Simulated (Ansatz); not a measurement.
# Run report: C2H7N, frequency calculation

- system: C2H7N
- method: RKS PBE0-D4/def2-TZVP (Ansatz 0.2.0)

The geometry comes from this level: PBE0-D4/def2-TZVP. Figures and captions count atoms from 1; the log counts them from 0 in places.

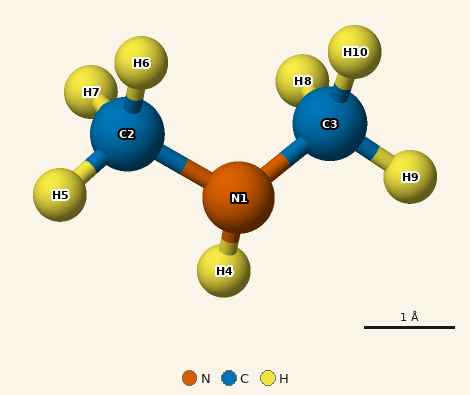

*The structure as given in the input (ball-and-stick view, seen at a tilt; atoms are numbered from 1 in the order of the input).*

Summary:

| quantity | value |
| --- | --- |
| outcome | converged |
| total energy | −3674.9121 eV |
| mean-field energy | −3674.8112 eV |
| dispersion energy | −0.1009 eV |
| largest force (length of the vector) | 0.004 eV/Å |
| dipole moment | 0.96 D |
| hardware | 4 threads of Arm Neoverse V1, 23 GiB of memory available, shared host |
| wall time | 50 s (CPU time 2.9 min) |
| peak memory | 0.58 GiB |

The input:
```yaml
crystal:
  periodic: [false, false, false]
  atoms:
    - {symbol: N, position_ang: [0.327449, -0.148985, -0.141246]}
    - {symbol: C, position_ang: [-0.685143, -0.891138, -0.855902]}
    - {symbol: C, position_ang: [0.408465, 1.231379, -0.559445]}
    - {symbol: H, position_ang: [1.227084, -0.596155, -0.258374]}
    - {symbol: H, position_ang: [-0.668496, -1.938029, -0.546256]}
    - {symbol: H, position_ang: [-1.672799, -0.490231, -0.609453]}
    - {symbol: H, position_ang: [-0.579117, -0.852650, -1.953979]}
    - {symbol: H, position_ang: [0.562796, 1.363649, -1.644425]}
    - {symbol: H, position_ang: [1.223106, 1.733246, -0.033490]}
    - {symbol: H, position_ang: [-0.520203, 1.746765, -0.296991]}
basis:
  gaussian: {orbitals: def2-TZVP}
hamiltonian: {xc: pbe0, dispersion: d4}
phonons: {temperatures: {t_min: 298.15, t_max: 900, t_step: 200}}
```

Launch command:
```bash
ansatz run in.yaml --threads 4 --pin off --events-out ev --progress --plain --max-ram 9574MiB
```

Output:
```
Functional definition: PBE0
  name "PBE0"
  cite "Adamo & Barone, J. Chem. Phys. 110, 6158 (1999) doi:10.1063/1.478522"
  cite "Perdew, Burke & Ernzerhof, Phys. Rev. Lett. 77, 3865 (1996) doi:10.1103/PhysRevLett.77.3865"
  parent pbe
  parameter a = 0.25
  parameter kappa = 0.804
  parameter beta = 0.06672455060314922
  exchange = (1 - a)*pbe_x(kappa = kappa, mu = beta*pi^2/3) + a*exact_x
  correlation = pbe_c(beta = beta)
823 factors; their error is unknown
mean field evaluation 1: about -3667.2140 eV, gradient 5.8e1 eV
mean field evaluation 2: about -3662.2127 eV, gradient 7.4e1 eV
mean field evaluation 4: about -3674.8037 eV, gradient 3.5e0 eV
mean field evaluation 8: about -3674.8112 eV, gradient 3.9e-2 eV
mean field -3674.81116316 eV, -135.0468193696 hartree, gradient 2.0e-5 eV, S^2 0.000000; 0 other end points of the search recorded, 0 dependent functions left out
the calculation of the forces begins
reference -3674.81119080 eV, -135.0468203853 hartree; 13, 13 occupied and 122, 122 virtual orbitals, 823 factors
these checks for a lower state are left out or cut short: stability, starts, cluster_reference, orbital_swaps, neighbouring_geometries, increment
823 factors; their error is unknown
mean field evaluation 16: about -3674.8258 eV, gradient 4.9e-1 eV
mean field -3674.81097393 eV, -135.0468124156 hartree, gradient 1.6e-6 eV, S^2 0.000000; 0 other end points of the search recorded, 0 dependent functions left out
[... from here on the field's lines of each further geometry are left out, up to the last ...]
the calculation of the forces begins
reference -3674.81117200 eV, -135.0468196944 hartree; 13, 13 occupied and 122, 122 virtual orbitals, 823 factors
these checks for a lower state are left out or cut short: stability, starts, cluster_reference, orbital_swaps, neighbouring_geometries, increment
823 factors; their error is unknown
mean field -3674.81114182 eV, -135.0468185856 hartree, gradient 1.6e-6 eV, S^2 0.000000; 0 other end points of the search recorded, 0 dependent functions left out
the calculation of the forces begins
reference -3674.81116946 eV, -135.0468196012 hartree; 13, 13 occupied and 122, 122 virtual orbitals, 823 factors
Total energy: -3674.91207430 eV, -135.0505277858 hartree
Atom 0 at     0.327449    -0.148985    -0.141246 Å, force     0.001570    -0.000869    -0.000230 eV/Å
Atom 1 at    -0.685143    -0.891138    -0.855902 Å, force     0.001261    -0.001320    -0.000024 eV/Å
Atom 2 at     0.408465     1.231379    -0.559445 Å, force     0.001778    -0.000205     0.000138 eV/Å
Atom 3 at     1.227084    -0.596155    -0.258374 Å, force    -0.003375     0.001679     0.000405 eV/Å
Atom 4 at    -0.668496    -1.938029    -0.546256 Å, force     0.000194    -0.000872    -0.000125 eV/Å
Atom 5 at    -1.672799    -0.490231    -0.609453 Å, force    -0.000281     0.001467     0.000306 eV/Å
Atom 6 at    -0.579117    -0.852650    -1.953979 Å, force    -0.000185     0.000433    -0.000208 eV/Å
Atom 7 at     0.562796     1.363649    -1.644425 Å, force    -0.000427    -0.000037    -0.000289 eV/Å
Atom 8 at     1.223106     1.733246    -0.033490 Å, force     0.000819     0.000363     0.000039 eV/Å
Atom 9 at    -0.520203     1.746765    -0.296991 Å, force    -0.001356    -0.000639    -0.000010 eV/Å
Dipole moment:     0.092871    -0.023459    -0.174648 e Å
Vibrations: 233.77 263.24 381.87 774.70 965.89 1033.39 1102.20 1185.23 1203.41 1268.88 1434.34 1461.79 1468.90 1481.15 1487.32 1510.70 1514.63 2948.14 2951.67 3067.33 3068.74 3120.68 3121.21 3558.46 cm⁻¹, zero-point energy 2.517353 eV
```

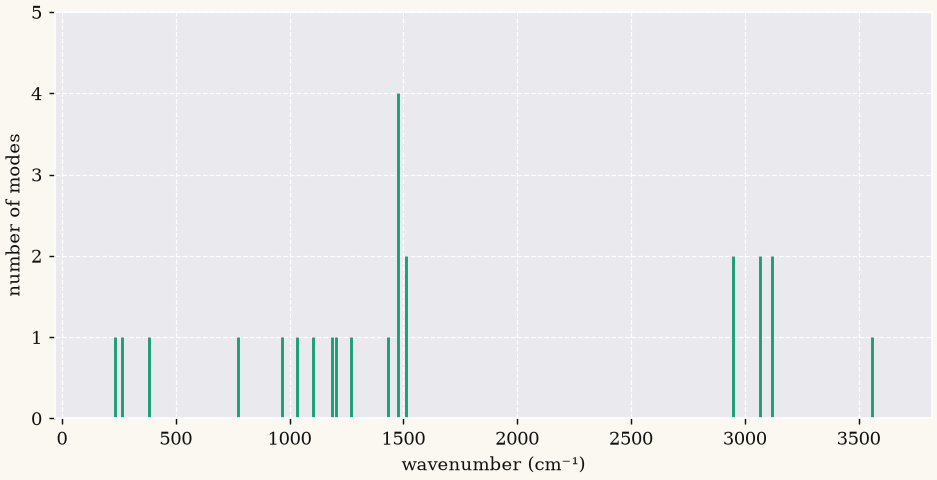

*Harmonic vibrational wavenumbers from the force constants; neighbouring modes closer than 15 cm⁻¹ are counted in one stick.*

24 modes from 234 to 3558 cm⁻¹, none imaginary.

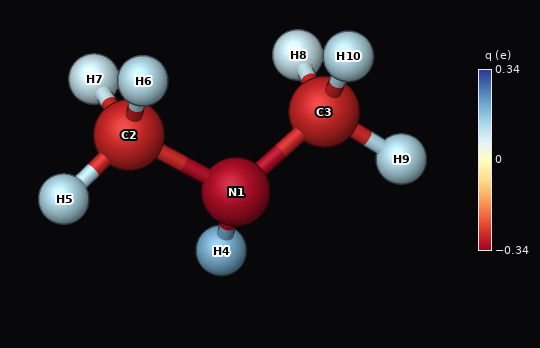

*Mulliken charges, as the colour of each atom (ball-and-stick view, seen at a tilt; atoms are numbered from 1 in the order of the input).*

By element: N −0.32, C −0.28 and H +0.10 to +0.20 e.
